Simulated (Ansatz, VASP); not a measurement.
# GeMo: VASP beside Ansatz

Aim: how closely do two programs agree when they are given the same cell, functional and k mesh? The cell is invented: As first built, before any earlier steps moved the atoms (in the runner's words): it takes the TiMo structure with some of its atoms replaced by other elements, volume scaled by an estimate. It may not be a known or stable phase. The cell is taken from a series of VASP runs on this material, whose earlier steps may have relaxed, scaled or displaced it; both programs get it as it stands. Valence electrons are named where the data sets of a main pair hold unlike numbers.

Method: plane waves, with VASP 6.6.1 beside it; band structure at RPBE and band structure at PBE, spin-orbit coupling, in Ansatz 0.2.0.

### 1. Set-up

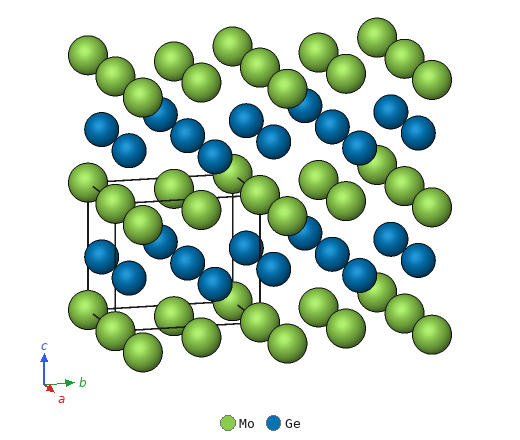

Start, viewed slightly off an axis; molybdenum green, germanium blue. 2×2×2 cells are drawn. This picture shows the conventional cell, with its axes. Some periodic images of atoms are drawn too.

### 2. VASP: band structure, RPBE

A single point gives forces, pressure and levels at one fixed geometry, so differences don't come from the geometry; what else differs is listed under the comparison.

Lines of VASP's logs that name or quote its potential files are left out, and so is its time.

INCAR reads:

```
SYSTEM = GeMo
PREC = Accurate
ENCUT = 410
EDIFF = 1E-06
NELM = 100
ISMEAR = 0
SIGMA = 0.02
LREAL = .FALSE.
ALGO = Normal
GGA = RP
NBANDS = 26
LORBIT = 11
LWAVE = .FALSE.
LCHARG = .FALSE.
KPAR = 4
```

POSCAR reads:

```
GeMo
1.0
    1.6019480164     -2.3773060662      0.0000000000
    1.6019480164      2.3773060662      0.0000000000
    0.0000000000      0.0000000000      4.1313414296
Mo Ge
1 1
Direct
    0.0000000000      0.0000000000      0.0000000000
    0.5000000000      0.5000000000      0.5000000000
```

KPOINTS reads:

```
Automatic mesh
0
Gamma
5 5 4
0 0 0
```

KPOINTS_OPT reads:

```
Line mode
16
Line-mode
Reciprocal
  0.00000000   0.00000000   0.00000000 GAMMA
  0.36351850   0.36351850   0.00000000 X

  0.36351850   0.36351850   0.00000000 X
  0.00000000   0.50000000   0.00000000 S

  0.00000000   0.50000000   0.00000000 S
  0.00000000   0.50000000   0.50000000 R

  0.00000000   0.50000000   0.50000000 R
  0.36351850   0.36351850   0.50000000 A

  0.36351850   0.36351850   0.50000000 A
  0.00000000   0.00000000   0.50000000 Z

  0.00000000   0.00000000   0.50000000 Z
  0.00000000   0.00000000   0.00000000 GAMMA

  0.00000000   0.00000000   0.00000000 GAMMA
 -0.50000000   0.50000000   0.00000000 Y

 -0.50000000   0.50000000   0.00000000 Y
 -0.36351850   0.63648150   0.00000000 X1

 -0.36351850   0.63648150   0.00000000 X1
 -0.36351850   0.63648150   0.50000000 A1

 -0.36351850   0.63648150   0.50000000 A1
 -0.50000000   0.50000000   0.50000000 T

 -0.50000000   0.50000000   0.50000000 T
 -0.50000000   0.50000000   0.00000000 Y

  0.00000000   0.00000000   0.50000000 Z
 -0.50000000   0.50000000   0.50000000 T
```

PAW data sets: Mo_sv and Ge_d (PBE family, release 64).

Command:

```sh
mpirun -np 4 vasp_std
```

Numbers of over 12 decimals in the logs are rounded to 6 here.

Output:

```text
[banner, memory and clock lines left out]
running    4 mpi-ranks, on    1 nodes
 distrk:  each k-point on    1 cores,    4 groups
 distr:  one band on    1 cores,    1 groups

 POSCAR found type information on POSCAR MoGe
 POSCAR found :  2 types and       2 ions
|                                                                             |
|               ----> ADVICE to this user running VASP <----                  |
|                                                                             |
|     You enforced a specific xc type in the INCAR file but a different       |
|     [... a line on the potential file left out ...]
|     I HOPE YOU KNOW WHAT YOU ARE DOING!                                     |
|                                                                             |

 LDA part: xc-table for (Slater+PW92), standard interpolation
 POSCAR, INCAR and KPOINTS ok, starting setup
 FFT: planning ... GRIDC
 FFT: planning ... GRID_SOFT
 FFT: planning ... GRID
 WAVECAR not read
 entering main loop
       N       E                     dE             d eps       ncg     rms          rms(c)
DAV:   1     0.191432472230E+03    0.19143E+03   -0.12016E+04  1846   0.219E+03
DAV:   2     0.176521102443E+01   -0.18967E+03   -0.17863E+03  1492   0.483E+02
DAV:   3    -0.145478618054E+02   -0.16313E+02   -0.16083E+02  1558   0.890E+01
DAV:   4    -0.148277759978E+02   -0.27991E+00   -0.27931E+00  1556   0.121E+01
DAV:   5    -0.148304139513E+02   -0.26380E-02   -0.26378E-02  1616   0.129E+00    0.133E+01
DAV:   6    -0.143114743896E+02    0.51894E+00   -0.12737E+00  1522   0.780E+00    0.347E+00
DAV:   7    -0.142461996530E+02    0.65275E-01   -0.11368E-01  1842   0.359E+00    0.206E+00
DAV:   8    -0.142301128831E+02    0.16087E-01   -0.29008E-02  1762   0.146E+00    0.324E-01
DAV:   9    -0.142294323115E+02    0.68057E-03   -0.23846E-03  1794   0.611E-01    0.926E-02
DAV:  10    -0.142294567042E+02   -0.24393E-04   -0.88006E-05  1504   0.758E-02    0.470E-02
DAV:  11    -0.142294585189E+02   -0.18147E-05   -0.29582E-05  1938   0.762E-02    0.944E-03
DAV:  12    -0.142294587011E+02   -0.18223E-06   -0.95333E-07  1128   0.963E-03
   1 F= -.14229459E+02 E0= -.14229311E+02  d E =-.294605E-03
 Start KPOINTS_OPT (optional k-point list driver)
k-point batch [1-27\192]
       N       E                     dE             ncg
DAV:   1    -0.307875844892E+04   -0.24523E+05     1828
DAV:   2    -0.822668895287E+04   -0.51479E+04     1500
DAV:   3    -0.864935697342E+04   -0.42267E+03     1564
DAV:   4    -0.865640866512E+04   -0.70517E+01     1554
DAV:   5    -0.865647445661E+04   -0.65791E-01     1564
DAV:   6    -0.865647570614E+04   -0.12495E-02     1580
DAV:   7    -0.865647573821E+04   -0.32063E-04     1586
DAV:   8    -0.865647573903E+04   -0.82564E-06     1098
[...]
k-point batch [190-192\192]
       N       E                     dE             ncg
DAV:   1     0.216330239465E+05   -0.39858E+04      208
DAV:   2     0.210778565456E+05   -0.55517E+03      174
DAV:   3     0.210331745622E+05   -0.44682E+02      178
DAV:   4     0.210324415799E+05   -0.73298E+00      160
DAV:   5     0.210324332695E+05   -0.83104E-02      184
DAV:   6     0.210324331076E+05   -0.16187E-03      164
DAV:   7     0.210324331035E+05   -0.41077E-05      192
DAV:   8     0.210324331034E+05   -0.11210E-06      110
```

From OUTCAR (step 2):

```text
ion  position               nearest neighbor table
   1  0.000  0.000  0.000-   2 2.61   2 2.61   2 2.61   2 2.61   2 3.15   2 3.15   2 3.15   2 3.15

  LATTYP: Found a base centered orthorhombic cell.
 ALAT       =     3.2038960328
 B/A-ratio  =     1.4840094946
 C/A-ratio  =     1.2894742486

 Subroutine GETGRP returns: Found  8 space group operations
 (whereof  8 operations were pure point group operations)

The static configuration has the point symmetry D_2h.

 Found     27 irreducible k-points:

   k-points           NKPTS =     27   k-points in BZ     NKDIM =     27   number of bands    NBANDS=     26

   dimension x,y,z NGX =    20 NGY =   20 NGZ =   28
   dimension x,y,z NGXF=    40 NGYF=   40 NGZF=   56

   ENCUT  =  410.0 eV  30.13 Ry    5.49 a.u.   4.73  4.73  6.82*2*pi/ulx,y,z

   NELECT =      28.0000    total number of electrons

 k-points in reciprocal lattice and weights: Automatic mesh
   0.00000000  0.00000000  0.00000000       0.010
   0.20000000 -0.00000000  0.00000000       0.040
   0.40000000  0.00000000  0.00000000       0.040
   0.20000000  0.20000000  0.00000000       0.020
   0.40000000  0.20000000  0.00000000       0.040
  -0.40000000  0.20000000  0.00000000       0.040
  -0.20000000  0.20000000  0.00000000       0.020
   0.40000000  0.40000000  0.00000000       0.020
  -0.40000000  0.40000000  0.00000000       0.020
[...]
0.40000000  0.40000000  0.50000000       0.020
  -0.40000000  0.40000000  0.50000000       0.020

 average (electrostatic) potential at core
       1 -71.0242       2 -68.8897

 E-fermi :  10.9168

 k-point     1 :       0.0000    0.0000    0.0000
  band No.  band energies     occupation
    ...
      9     -13.9824      2.00000
     10      -1.8659      2.00000
     11       6.7243      2.00000
     12       8.3203      2.00000
     13       8.7720      2.00000
     14      11.0797      0.00000
     15      11.4285      0.00000
     16      12.3935      0.00000
     17      16.1061      0.00000
     18      16.8748      0.00000
    ...

 k-point     2 :       0.2000   -0.0000    0.0000
  band No.  band energies     occupation
    ...
      9     -13.9737      2.00000
     10      -0.9768      2.00000
     11       7.2993      2.00000
     12       7.4469      2.00000
     13       8.4508      2.00000
     14      11.3313      0.00000
     15      11.9207      0.00000
     16      13.0963      0.00000
     17      13.1710      0.00000
     18      16.3945      0.00000
    ...

 k-point     3 :       0.4000    0.0000    0.0000
  band No.  band energies     occupation
    ...
      9     -13.9418      2.00000
     10       1.5229      2.00000
     11       5.5985      2.00000
     12       6.2517      2.00000
     13       7.4118      2.00000
     14      11.5260      0.00000
     15      12.5001      0.00000
     16      13.6886      0.00000
     17      15.6734      0.00000
     18      15.8545      0.00000
    ...

  Total        1.2060954     -0.6611352      0.6170594     -0.0000000      0.0000000      0.0000000
  in kB       61.4097924    -33.6624903     31.4183205     -0.0000000      0.0000000      0.0000000
  external PRESSURE =      19.7218742 kB  Pullay stress =       0.0000000 kB

  energy-cutoff  :      410.00
  volume of cell :       31.47
      direct lattice vectors                 reciprocal lattice vectors
     1.601948016 -2.377306066  0.000000000     0.312119991 -0.210322098  0.000000000
     1.601948016  2.377306066  0.000000000     0.312119991  0.210322098  0.000000000
     0.000000000  0.000000000  4.131341430     0.000000000  0.000000000  0.242052132

 POSITION                                       TOTAL-FORCE (eV/Angst)
 -----------------------------------------------------------------------------------
      0.00000      0.00000      0.00000        -0.000000      0.000000      0.000000
      1.60195      0.00000      2.06567         0.000000      0.000000      0.000000
 -----------------------------------------------------------------------------------
    total drift:                                0.000000      0.000000      0.000000

  FREE ENERGIE OF THE ION-ELECTRON SYSTEM (eV)
  ---------------------------------------------------
  free  energy   TOTEN  =       -14.2294587011 eV

  energy  without entropy=      -14.2291640962  energy(sigma->0) =      -14.22931140

 total charge
# of ion       s       p       d       tot
------------------------------------------
    1        2.287   6.148   4.014  12.449
    2        1.150   1.175  10.090  12.415
--------------------------------------------------
tot          3.437   7.323  14.105  24.865

[... 3 further parts left out ...]
```

Spin-orbit coupling is off here; it would split degenerate levels.

### 3. Ansatz: band structure, RPBE

Ansatz runs on its default PAW (the set named soft_2) files.

The same cell, functional, mesh and smearing now go to Ansatz, which takes its cutoff from its data sets.

input.yaml reads:

```yaml
crystal:
  lattice:
    - [1.6019480164, -2.3773060662, 0.0]
    - [1.6019480164, 2.3773060662, 0.0]
    - [0.0, 0.0, 4.1313414296]
  atoms:
    - { symbol: Mo, position: [0.0, 0.0, 0.0] }
    - { symbol: Ge, position: [0.5, 0.5, 0.5] }
hamiltonian:
  xc: rpbe
  pseudopotentials: { kind: paw }
kpoints:
  mp_grid: { grid: [5, 5, 4] }
  band_path:
    path:
      - [0.0, 0.0, 0.0]
      - [0.14541, 0.14541, 0.0]
      - [0.31505, 0.31505, 0.0]
      - [0.29081, 0.39081, 0.0]
      - [0.12117, 0.45451, 0.0]
      - [0.0, 0.5, 0.0]
      - [0.0, 0.5, 0.23333]
      - [0.0, 0.5, 0.46667]
      - [0.09694, 0.4636, 0.5]
      - [0.26658, 0.39991, 0.5]
      - [0.33928, 0.33928, 0.5]
      - [0.16964, 0.16964, 0.5]
      - [0.0, 0.0, 0.5]
      - [0.0, 0.0, 0.33333]
      - [0.0, 0.0, 0.1]
      - [-0.06667, 0.06667, 0.0]
      - [-0.3, 0.3, 0.0]
      - [-0.5, 0.5, 0.0]
      - [-0.44541, 0.55459, 0.0]
      - [-0.38172, 0.61828, 0.0]
      - [-0.36352, 0.63648, 0.1]
      - [-0.36352, 0.63648, 0.33333]
      - [-0.36352, 0.63648, 0.5]
      - [-0.42721, 0.57279, 0.5]
      - [-0.4909, 0.5091, 0.5]
      - [-0.5, 0.5, 0.36667]
      - [-0.5, 0.5, 0.13333]
      - [-0.03333, 0.03333, 0.5]
      - [-0.26667, 0.26667, 0.5]
      - [-0.5, 0.5, 0.5]
    npoints: 1
scf:
  occupations: { method: gaussian, width: 0.02 }
  n_extra_bands: 7
output:
  forces: true
  stress: true
  eigenvalues: true
```

Command:

```sh
ansatz run input.yaml --threads 2 --pin off --max-ram 4608MiB --backend cpu --events-out ev --progress --plain --runs-dir out
```

Output:

```text
scf.n_extra_bands = 7 over 14 filled bands (N_el = 28.0): the run solves 21 bands
Engine: ansatz 0.2.0, x86_64-unknown-linux-gnu
Pseudopotentials: kind: paw
Pseudopotential: Mo, paw, valence charge 14, recommended cutoff 420 eV (normal), Mo.paw.azcp
Pseudopotential: Ge, paw, valence charge 14, recommended cutoff 420 eV (normal), Ge.paw.azcp
Functional definition: RPBE
  parameter kappa = 0.804
  parameter beta = 0.066725
  exchange = rpbe_x(kappa = kappa, mu = beta*pi^2/3)
  correlation = pbe_c(beta = beta)
Crystal: 2 atoms, lattice volume = 31.467 Å³
Basis set: ecut = 420 eV, 615 PW (Γ), exchange–correlation on 40×40×60 points (8 copies of the dense FFT grid, shifted against one another)
Bands: 21, of which v1, the nominal top of the filled ones, is band 14 counted from 1 (13 counted from 0)
Symmetry: 8 space group operations
Space group: Cmmm (ITA 65), of the structure as read, at distance tolerance 3.2e-5 Å
k-points: 27 of 100
Non-local potential: Mo, projectors of the file, l = 0: 3, l = 1: 2, l = 2: 2, l = 3: 1
Non-local potential: Ge, projectors of the file, l = 0: 2, l = 1: 2, l = 2: 3, l = 3: 1
PAW form: soft (Blöchl's): semilocal exchange-correlation on the pseudo side does not see the compensation charge
PAW frozen core: Mo, regenerated for the run's functional, and the local potential with it (the file was generated under x = pbe(κ = 0.804, μ = 0.219515), c = pbe(β = 0.066725))
PAW frozen core: Ge, regenerated for the run's functional, and the local potential with it (the file was generated under x = pbe(κ = 0.804, μ = 0.219515), c = pbe(β = 0.066725))
PAW one-centre angular grid: Mo, 590 points (default); XC on 64 Gauss nodes
PAW one-centre angular grid: Ge, 590 points (default); XC on 64 Gauss nodes
Initial density: superposition of atomic densities (neutral atoms: chi_scale 0, normalization atom), corrected by the library's trained network
Initial wavefunctions: pseudopotential atomic-orbital guess
Functional: x = rpbe, c = pbe(β = 0.066725)
SCF iter   1: F=—  HF=-9263.442650 eV  |F-HF|=—  |Δ(HF+E_count)|=         —  Δρ=8.94e-3  dr2=1.64e-2  ethr=1.77e-3  ⟨swp⟩=5.9  Hψ=2638  notcnv=0
preconditioner: auto → none  [insulator: Δε(μ)=0.049 eV  Ē_g=20.267 eV  σ=0.020 eV  W_gap=0.50  n_scr=8 (ndim 8)  ℏωp=29.6 eV  f_vac=0.000  D(μ)=1.14/eV (n_scr^D=6)  ε∞_Penn≈3.1]
SCF iter   2: F=—  HF=-9263.439175 eV  |F-HF|=—  |Δ(HF+E_count)|=   3.48e-3  Δρ=3.17e-3  dr2=1.84e-3  ethr=5.85e-5  ⟨swp⟩=2.3  Hψ=1035  notcnv=0  defer=52
SCF iter   3: F=—  HF=-9263.439076 eV  |F-HF|=—  |Δ(HF+E_count)|=   9.85e-5  Δρ=9.54e-4  dr2=1.23e-4  ethr=6.58e-6  ⟨swp⟩=1.4  Hψ=544  notcnv=0  defer=52
SCF iter   4: F=—  HF=-9263.439090 eV  |F-HF|=—  |Δ(HF+E_count)|=   1.35e-5  Δρ=1.46e-4  dr2=2.06e-6  ethr=4.38e-7  ⟨swp⟩=2.6  Hψ=801  notcnv=0  defer=52
SCF iter   5: F=—  HF=-9263.439082 eV  |F-HF|=—  |Δ(HF+E_count)|=   7.82e-6  Δρ=3.08e-5  dr2=1.52e-7  ethr=7.36e-9  ⟨swp⟩=2.1  Hψ=768  notcnv=0  defer=52
SCF iter   6: F=-9263.439082 eV  HF=-9263.439082 eV  |F-HF|=4.65e-9  |Δ(HF+E_count)|=   2.63e-8  Δρ=7.30e-6  dr2=4.00e-9  ethr=3.57e-10  ⟨swp⟩=7.1  Hψ=2228  notcnv=0
SCF 1 converged in 6 iterations: F = -9263.439082 eV  dr2 = 4.00e-9
  greatest PAW one-centre occupation: 0.998 electrons in one spin orbital (limit 2), on the Ge atom at site 1 (counted from 0), in its partial waves of l = 2
NSCF: frozen V_eff on 30 k-points
SCF converged after 6 iterations
Free energy (F): -9263.439082 eV
Harris-Foulkes:  -9263.439082 eV  (|F-HF|=4.65e-9)
Internal energy: -9263.438805 eV  (E = F + TS)
E sigma→0 (E₀):  -9263.438943 eV
Entropy (-TS):   -0.000277 eV (-0.139 meV/atom)
Fermi energy:    17.732577 eV
--- Per-component energies (eV) ---
  E_band       = -128.573644
  E_kinetic    = 553.761346
  E_local      = -2779.988537  (includes V_loc(G=0)·N_el)
  E_nonlocal   = 560.889273
  E_hartree    = 1142.729370
  E_xc         = -259.917640
  E_vxc        = -294.348844  (∫ρ·V_xc dr)
  E_paw        = -5233.502196  (= ΣΔE_a)
  E_vpaw       = -454.345913  (= ΣTr[D̂ρ^β])
  E_aug_tail   = 0.000339  (compensation charges beyond the density's cutoff)
  E_ewald      = -3247.137770
  E_core_change = -0.272989  (= ΣΔE_core)
  E_smearing   = -0.000277  (= −TS)
  E_closure    = -0.000000  (closes the sum)
  Σ components = -9263.439082   (vs F -9263.439082, Δ=0.00e0)
--- Forces (eV/Å), atoms counted from 1 ---
  atom   1  Mo     0.00000000     0.00000000     0.00000000
  atom   2  Ge     0.00000000     0.00000000     0.00000000
  max |Σ_I F_I| component: 6.31e-30 eV/Å
--- Stress (GPa, compression-positive) ---
        6.481974       0.000000       0.000000
        0.000000      -2.932891       0.000000
        0.000000       0.000000       3.399872
  P = ⅓ Tr σ = 2.3163 GPa (23.163 kbar)
--- Band table (eV; the first three rows and the last of 27) ---
  k-point 0: bands = [... 10 lower, 13.5434, 15.1379, 15.5892, 17.9036, 18.2440, 19.2130, 22.9172, 23.6949, ... 3 higher]
  k-point 1: bands = [... 10 lower, 12.0027, 15.4249, 15.6180, 17.6604, 17.9512, 19.0908, 24.9052, 25.2328, ... 3 higher]
  k-point 2: bands = [... 10 lower, 10.5987, 15.5888, 15.6474, 17.2135, 17.9841, 18.9751, 25.9257, 26.6986, ... 3 higher]
  k-point 26: bands = [... 10 lower, 12.5105, 13.7708, 15.1998, 17.1006, 18.4087, 19.9682, 20.1182, 23.7166, ... 3 higher]
```

It took 1.7 s on 2 threads of AMD EPYC 7R43, shared host; peak memory 0.35 GiB.

In the SCF lines HF is the Harris–Foulkes energy and dr2 the Hartree energy of the density residual, in eV; the loop may stop once dr2 is under the threshold and the program's other checks hold. Hψ counts applications of the Hamiltonian.

### 4. Side by side

Known differences besides the potentials themselves: the cutoff is 420 eV in Ansatz and 410 eV in VASP; Ansatz makes its cores anew for this functional, VASP keeps those of its PBE data sets; VASP leaves aspherical gradient terms in its spheres out (LASPH is not set), Ansatz keeps them. Total energies have different zeros and are not compared.

The two programs side by side:

```csv
quantity,Ansatz,VASP,difference
pressure (GPa),2.32,1.97,+0.34
pressure without Ansatz's Pulay correction (GPa),2.27,1.97,+0.29
```

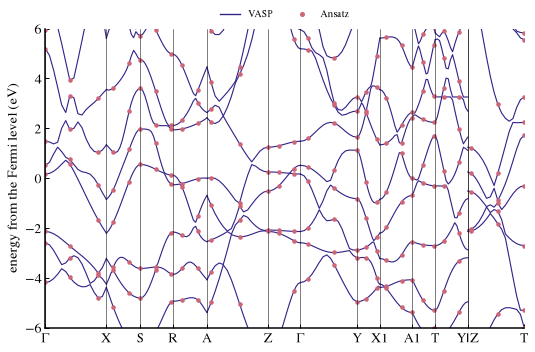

Bands from VASP (lines) and levels from Ansatz (dots). Dots without a line are higher empty bands that the VASP plot leaves out.

Levels from 3 eV below to 2 eV above the Fermi level differ by 4 meV r.m.s. and 10 meV at most; each VASP level is matched to the nearest of Ansatz, which flatters the figure a little. Ansatz's pressure holds a Pulay correction of 0.05 GPa; VASP's holds none.

### 5. Ansatz: band structure, PBE, spin-orbit coupling

With cell and atoms fixed, the geometry can't cause a difference; cores, projectors, grids and the points listed under the comparison can.

The cell is taken from a series of VASP runs on this material, whose earlier steps may have relaxed, scaled or displaced it; both programs get it as it stands.

Edit input.yaml of step 3 so:

```diff
@@ -9,6 +9,9 @@
 hamiltonian:
-  xc: rpbe
-  pseudopotentials: { kind: paw }
+  xc: pbe
+  pseudopotentials: { kind: paw_fr }
+magnetization:
+  noncollinear: true
+  spin_orbit: true
 kpoints:
-  mp_grid: { grid: [5, 5, 4] }
+  mp_grid: { grid: [7, 7, 5] }
   band_path:
@@ -48,3 +51,3 @@
   occupations: { method: gaussian, width: 0.02 }
-  n_extra_bands: 7
+  n_extra_bands: 14
 output:
@@ -53 +56,5 @@
   eigenvalues: true
+  write_density: true
+  write_potential: true
+  elf: true
+  volumetric_format: npy
```

Output:

```text
[...]
non-collinear run that drives no moment, with spin-orbit: no starting moment large enough to seed its density (crystal.atoms[].spin), no starting occupations that ask for one, no magnetisation constraint and no magnetic field, so the semilocal B_xc is pinned to zero
Crystal: 2 atoms, lattice volume = 31.467 Å³
[...]
k-point 1: bands = [... 24 lower, 15.4756, 15.4756, 17.6978, 17.6978, 17.8250, 17.8250, 19.0269, 19.0269, ... 10 higher]
  k-point 2: bands = [... 24 lower, 15.5091, 15.5091, 17.1847, 17.1847, 17.8476, 17.8476, 18.8970, 18.8970, ... 10 higher]
  k-point 47: bands = [... 24 lower, 15.1180, 15.1180, 17.0869, 17.0869, 18.1858, 18.1858, 20.3299, 20.3299, ... 10 higher]
[key lines of the parts left out:]
SCF converged after 8 iterations
Magnetization: |M| = 0.0000 μB,  M = (+0.0000, +0.0000, +0.0000) μB
Free energy (F): -9251.880781 eV
Fermi energy:    17.676539 eV
P = ⅓ Tr σ = 0.5133 GPa (5.133 kbar)
```

The job ended after 11 s (2 threads; peak memory 0.54 GiB; 21 s of CPU time).

(Continued in part 2 of 2.)

[Lines on the potential files, build, host, timing and source positions are cut from VASP's logs without a mark.]

[Logs are printed without paths, hosts, clocks, repeated set-up lines and the standing remarks that a program may print on its own settings, such as how far it seeks lower states.]

[Hosts, paths, dates, database ids (printed as entryN), source tags and the programs' standing remarks are cut or masked in the printed files.]
